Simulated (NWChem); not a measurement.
# CH4AlO2 (SMILES C[O][Al][OH]): levels of theory compared

We compute a comparison of 5 runs (UHF/STO-3G, UHF/3-21G, UHF/6-311+G**, UB3LYP/6-31G*) of CH4AlO2. 

Program for the calculation: NWChem 7.3.0.

### 1 The structure to begin with

CH4AlO2: 8 atoms, total charge 0, spin state doublet. SMILES: `C[O][Al][OH]`. The coordinates come from a PBE0-D4/def2-TZVP relaxation. This is one conformer, not always the lowest.

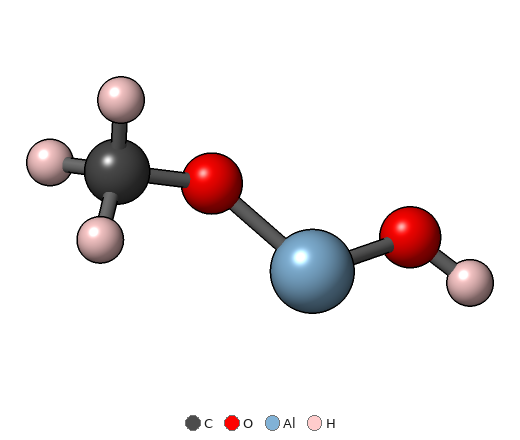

Viewed from a chosen angle; carbon dark grey, oxygen red, aluminium light blue, hydrogen pink.

### 2 Energy and forces at UHF/STO-3G (run 1)

File m1.nw:

```
start m1
title "CH4AlO2 hf"
memory 2200 mb
charge 0

geometry noautosym nocenter noautoz
   C        0.292700       1.365900      -0.669900
   O       -0.035800       0.282500       0.144300
   Al      -0.062600      -1.399600       0.093000
   O       -0.601900      -2.191900       1.497900
   H        0.661200       1.058300      -1.655900
   H       -0.585400       2.002400      -0.820800
   H        1.070000       1.971500      -0.192500
   H       -0.646300      -3.146000       1.548200
end

basis spherical bse
   * library STO-3G
end

scf
   doublet
   uhf
   thresh 1e-08
   maxiter 80
   print medium
end

task scf gradient
```

Command:

```sh
$ nwchem m1.nw > m1.out
```

The program printed:

```text
[...]
  functions       =    28
[...]
  wavefunction    = UHF
[...]
         Total SCF energy =   -426.428954229440
      One electron energy =   -893.269137350411
      Two electron energy =    317.658753755350
 Nuclear repulsion energy =    149.181429365622
                       Sz =      0.5000
                 Sz(Sz+1) =      0.7500
                      S^2 =      0.7588
[...]
                         UHF ENERGY GRADIENTS
    atom               coordinates                        gradient
                 x          y          z           x          y          z
   1 C       0.553123   2.581177  -1.265927    0.000137   0.019059   0.001047
   2 O      -0.067652   0.533848   0.272687    0.012207   0.013417  -0.032238
   3 Al     -0.118297  -2.644860   0.175745   -0.006074   0.008669   0.017155
   4 O      -1.137426  -4.142090   2.830621    0.001673  -0.058465  -0.008829
   5 H       1.249487   1.999897  -3.129197   -0.001721  -0.005401   0.004283
   6 H      -1.106246   3.783987  -1.551087   -0.000260  -0.004748   0.003533
   7 H       2.022007   3.725595  -0.363772   -0.002295  -0.004698   0.002739
   8 H      -1.221330  -5.945078   2.925674   -0.003667   0.032166   0.012310
[...]
```

Wall time 1.6 s (1 thread of AMD EPYC 9R45 (Zen 5), shared host); peak memory 0.099 GiB.

### 3 Energy and forces at UHF/3-21G (run 2)

File input.xyz:

```xyz
8
CH4AlO2 hf
C      0.292700     1.365900    -0.669900
O     -0.035800     0.282500     0.144300
Al    -0.062600    -1.399600     0.093000
O     -0.601900    -2.191900     1.497900
H      0.661200     1.058300    -1.655900
H     -0.585400     2.002400    -0.820800
H      1.070000     1.971500    -0.192500
H     -0.646300    -3.146000     1.548200
```

File input.nw:

```
start input
title "CH4AlO2 hf"
memory 2200 mb
geometry noautosym nocenter noautoz
   load format xyz input.xyz
end
basis spherical bse
   * library 3-21G
end
scf
   doublet
   uhf
   thresh 1e-08
   maxiter 80
end
task scf gradient
```

Command:

```sh
$ nwchem input.nw > input.out
```

The program printed:

```text
[...]
  functions       =    48
[...]
  wavefunction    = UHF
[...]
         Total SCF energy =   -429.527507068175
      One electron energy =   -892.563457030016
      Two electron energy =    313.854520596219
 Nuclear repulsion energy =    149.181429365622
                       Sz =      0.5000
                 Sz(Sz+1) =      0.7500
                      S^2 =      0.7540
[...]
                         UHF ENERGY GRADIENTS
    atom               coordinates                        gradient
                 x          y          z           x          y          z
   1 C       0.553123   2.581177  -1.265927   -0.002503  -0.018293   0.005417
   2 O      -0.067652   0.533848   0.272687    0.000928   0.012750  -0.001564
   3 Al     -0.118297  -2.644860   0.175745    0.001037  -0.005026  -0.003199
   4 O      -1.137426  -4.142090   2.830621   -0.002162   0.002339   0.006050
   5 H       1.249487   1.999897  -3.129197    0.001540  -0.002792  -0.004179
   6 H      -1.106246   3.783987  -1.551087   -0.006731   0.002909   0.000264
   7 H       2.022007   3.725595  -0.363772    0.004976   0.002689   0.004728
   8 H      -1.221330  -5.945078   2.925674    0.002916   0.005423  -0.007516
[...]
```

Run time: 1.8 s. Hardware: 1 thread of AMD EPYC 9R45 (Zen 5), shared host; peak memory 0.099 GiB.

### 4 Energy and forces at UHF/6-311+G(d,p) (run 3)

File run.py:

```python
from ase import Atoms
from ase.calculators.nwchem import NWChem

system = Atoms(['C', 'O', 'Al', 'O', 'H', 'H', 'H', 'H'], positions=[
    [0.292700, 1.365900, -0.669900],
    [-0.035800, 0.282500, 0.144300],
    [-0.062600, -1.399600, 0.093000],
    [-0.601900, -2.191900, 1.497900],
    [0.661200, 1.058300, -1.655900],
    [-0.585400, 2.002400, -0.820800],
    [1.070000, 1.971500, -0.192500],
    [-0.646300, -3.146000, 1.548200],
])

calc = NWChem(
    label='ch4alo2',
    theory='scf',
    memory='2200 mb',
    basis='6-311+G**',
    basispar='spherical bse',
    scf={'nopen': '1', 'uhf': None, 'thresh': '1e-08', 'maxiter': '80'},
)
system.calc = calc

forces = system.get_forces()
e = system.get_potential_energy()
print(f"E = {e:.6f} eV")
print("forces (eV/A):")
for s, f in zip(system.symbols, forces):
    print(f"{s:2s} {f[0]:10.5f} {f[1]:10.5f} {f[2]:10.5f}")
```

Command:

```sh
$ export ASE_NWCHEM_COMMAND="nwchem PREFIX.nwi > PREFIX.nwo"
$ python run.py
```

The program printed:

```text
E = -11754.390097 eV
forces (eV/A):
C    -0.00987    0.26986    0.04818
O     0.13791    0.17211   -0.36520
Al   -0.04499    0.13334    0.13323
O     0.00674   -1.22076   -0.10860
H    -0.09719    0.01949    0.25654
H     0.24256   -0.20924    0.05338
H    -0.22369   -0.19993   -0.12490
H    -0.01147    1.03513    0.10742
```

The calculator wrote ch4alo2.nwi:

```
title "ch4alo2"

permanent_dir ch4alo2

scratch_dir ch4alo2

start ch4alo2

geometry units angstrom nocenter noautosym noautoz
  C  2.9270000000000002e-01 1.3658999999999999e+00 -6.6990000000000005e-01
  O  -3.5799999999999998e-02 2.8249999999999997e-01 1.4430000000000001e-01
  Al -6.2600000000000003e-02 -1.3996000000000000e+00 9.2999999999999999e-02
  O  -6.0189999999999999e-01 -2.1919000000000000e+00 1.4979000000000000e+00
  H  6.6120000000000001e-01 1.0583000000000000e+00 -1.6558999999999999e+00
  H  -5.8540000000000003e-01 2.0024000000000002e+00 -8.2079999999999997e-01
  H  1.0700000000000001e+00 1.9715000000000000e+00 -1.9250000000000000e-01
  H  -6.4629999999999999e-01 -3.1459999999999999e+00 1.5482000000000000e+00
end

memory 2200 mb

basis spherical bse noprint
   * library 6-311+G**
end

scf
  nopen 1
  uhf
  thresh 1e-08
  maxiter 80
end

task scf gradient
```

ch4alo2.nwo:

```text
Northwest Computational Chemistry Package (NWChem) 7.3.0
             --------------------------------------------------------

           Job information
           ---------------

    nwchem branch   = 7.3.0
    use scalapack   = T
    input           = ch4alo2.nwi
    prefix          = ch4alo2.
    data base       = ch4alo2/ch4alo2.db
    status          = startup
    nproc           =        1

           Memory information
           ------------------

    heap     =     72089594 doubles =      550.0 Mbytes
    stack    =     72089599 doubles =      550.0 Mbytes
    global   =    144179200 doubles =     1100.0 Mbytes (distinct from heap & stack)
    total    =    288358393 doubles =     2200.0 Mbytes
    verify   = yes
    hardfail = no

[... 38 lines left out ...]
            Nuclear Dipole moment (a.u.)
[... 86 lines left out ...]
 1-e energy   =    -891.090801
[... 7 lines left out ...]
         Quadratically convergent UHF
[... 15 lines left out ...]
       Final UHF  results
[... 3 lines left out ...]
      One electron energy =   -895.168632380906
[... 1 line left out ...]
 Nuclear repulsion energy =    149.181429365622
[... 42 lines left out ...]
          Final beta eigenvalues
[... 337 lines left out ...]
                     UHF Final Beta Molecular Orbital Analysis
[... 370 lines left out ...]
                         UHF ENERGY GRADIENTS

    atom               coordinates                        gradient
                 x          y          z           x          y          z
   1 C       0.553123   2.581177  -1.265927    0.000192  -0.005248  -0.000937
   2 O      -0.067652   0.533848   0.272687   -0.002682  -0.003347   0.007102
   3 Al     -0.118297  -2.644860   0.175745    0.000875  -0.002593  -0.002591
[... 4 lines of this table left out ...]
   8 H      -1.221330  -5.945078   2.925674    0.000223  -0.020130  -0.002089

                 ----------------------------------------
                 |  Time  |  1-e(secs)   |  2-e(secs)   |
                 ----------------------------------------
                 |  CPU   |       0.01   |       4.41   |
                 ----------------------------------------
                 |  WALL  |       0.01   |       4.41   |
                 ----------------------------------------

 Task  times  cpu:       29.7s     wall:       29.7s
 Total times  cpu:       29.7s     wall:       29.7s
```

It took 31 s on 1 thread of AMD EPYC 9R45 (Zen 5), shared host; peak memory 0.1 GiB.

Run 4 isn't shown in full; the table further down has it.

### 5 Energy and forces at UB3LYP/6-31G(d) (Cartesian functions) (run 5)

File mol.xyz:

```xyz
8
CH4AlO2 gradient
C      0.292700     1.365900    -0.669900
O     -0.035800     0.282500     0.144300
Al    -0.062600    -1.399600     0.093000
O     -0.601900    -2.191900     1.497900
H      0.661200     1.058300    -1.655900
H     -0.585400     2.002400    -0.820800
H      1.070000     1.971500    -0.192500
H     -0.646300    -3.146000     1.548200
```

File mol.nw:

```
start mol
title "CH4AlO2 gradient"
memory 2200 mb

geometry noautosym nocenter noautoz
 load mol.xyz
end

basis cartesian
 C library 6-31G*
 O library 6-31G*
 Al library 6-31G*
 H library 6-31G*
end

dft
 xc b3lyp
 mult 2
 grid xfine
 convergence energy 1e-08
 maxiter 100
 mulliken
end

task dft gradient
```

Command:

```sh
$ nwchem mol.nw > mol.out
```

The program printed:

```text
[...]
          Wavefunction type:  spin polarized.
          No. of atoms     :     8
          No. of electrons :    39
[...]
          Charge           :     0
          Spin multiplicity:     2
[...]
          AO basis - number of functions:    72
[...]
              XC Information
              --------------
                         B3LYP Method XC Potential
                     Hartree-Fock (Exact) Exchange  0.200
                        Slater Exchange Functional  0.800 local
                    Becke 1988 Exchange Functional  0.720 non-local
              Lee-Yang-Parr Correlation Functional  0.810
                  VWN I RPA Correlation Functional  0.190 local
[...]
 d= 0,ls=0.0,diis     1   -433.3076276741 -5.82D+02  1.36D-02  2.84D-01     1.9
[...]
 d= 0,ls=0.0,diis    12   -433.4349230335 -2.12D-09  2.91D-07  6.19D-10    21.6
[...]
         Total DFT energy =     -433.434923033506
      One electron energy =     -895.389565002156
           Coulomb energy =      355.642109976769
    Exchange-Corr. energy =      -42.868897373741
 Nuclear repulsion energy =      149.181429365622
[...]
      Total Density - Mulliken Population Analysis
     ---------------------------------------------
    Atom       Charge   Shell Charges
 -----------   ------   -------------------------------------------------------
    1 C    6     6.18   1.99  0.69  2.07  0.56  0.81  0.06
    2 O    8     8.56   1.99  0.89  2.95  0.92  1.79  0.02
    3 Al  13    12.37   2.00  1.99  5.97  0.83  0.90  0.36  0.20  0.12
    4 O    8     8.73   1.99  0.90  2.93  0.92  1.95  0.03
    5 H    1     0.87   0.54  0.33
    6 H    1     0.86   0.54  0.32
    7 H    1     0.86   0.54  0.32
    8 H    1     0.59   0.47  0.11
[...]
      <S2> =      0.7516 (Exact =     0.7500)
[...]
  wavefunction    = open shell
                         DFT ENERGY GRADIENTS
    atom               coordinates                        gradient
                 x          y          z           x          y          z
   1 C       0.553123   2.581177  -1.265927   -0.001035  -0.002807   0.002579
   2 O      -0.067652   0.533848   0.272687    0.001710  -0.005692  -0.005011
   3 Al     -0.118297  -2.644860   0.175745   -0.002917   0.007287   0.008428
   4 O      -1.137426  -4.142090   2.830621    0.002985  -0.004841  -0.008445
   5 H       1.249487   1.999897  -3.129197   -0.000845   0.000189   0.002236
   6 H      -1.106246   3.783987  -1.551087    0.001604  -0.001468   0.000462
   7 H       2.022007   3.725595  -0.363772   -0.001563  -0.001418  -0.000722
   8 H      -1.221330  -5.945078   2.925674    0.000061   0.008750   0.000474
[...]
```

It took 26 s on 1 thread of AMD EPYC 9R45 (Zen 5), shared host; peak memory 0.14 GiB.

### 6 The series

```csv
run,level,iteration cap,module,energy (Eh),dipole moment (D),HOMO energy (eV),LUMO energy (eV),wall time
1,UHF/STO-3G,80,scf,-426.428954,3.15,-4.44,7.55,1.6 s
2,UHF/3-21G,80,scf,-429.527507,3.13,-8.32,0.85,1.8 s
3,UHF/6-311+G**,80,scf,-431.965872,2.57,-8.72,0.38,31 s
4,UB3LYP/6-31G* (spherical functions),100,dft,-433.429831,1.90,–,–,24 s
5,UB3LYP/6-31G* (Cartesian functions),100,dft,-433.434923,1.91,-5.41,-2.70,26 s
```

### 7 Results

```
                                 quantity          value
                      run 5: total energy  -433.43492 Eh
                     run 5: dipole moment         1.91 D
run 5: HOMO energy (highest over α and β)       -5.41 eV
 run 5: LUMO energy (lowest over α and β)       -2.70 eV
                              run 5: ⟨S²⟩          0.752
          run 5: largest force on an atom     0.592 eV/Å
```

What this shows: The dipole moment (its size) runs from 1.90 D (UB3LYP/6-31G*) to 3.15 D (UHF/STO-3G). The two ends differ in method and basis. In run 1 the basis is minimal, so the values are rough. All runs together took 84 s, the longest 31 s.
